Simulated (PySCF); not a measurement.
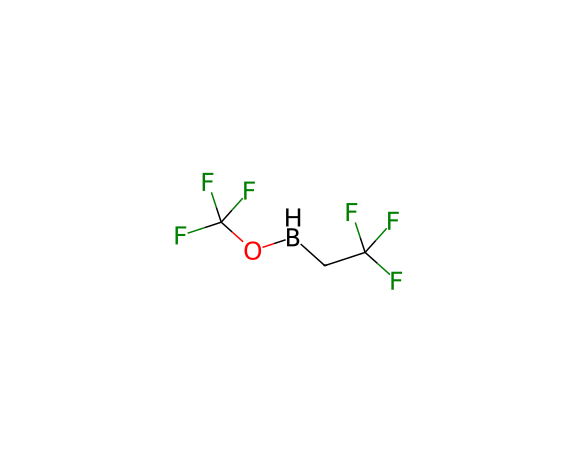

Computed geometry: GFN2-xTB optimisation. No frequency run is at hand to confirm it as a minimum. Level of theory: PBE0/pcSseg-1, gas phase (PySCF 2.14.0).

Give the HOMO energy (Kohn–Sham orbital) at this level.

Answer. −10.21 eV.

Estimate the LUMO energy (Kohn–Sham orbital).

Answer. −1.50 eV.

Estimate the dipole moment.

Answer. 1.30 D.

The geometry is semi-empirical. Around B such bond lengths and angles can be off by a tenth of an ångström or more and by several degrees, and values that hang on the shape move with them.
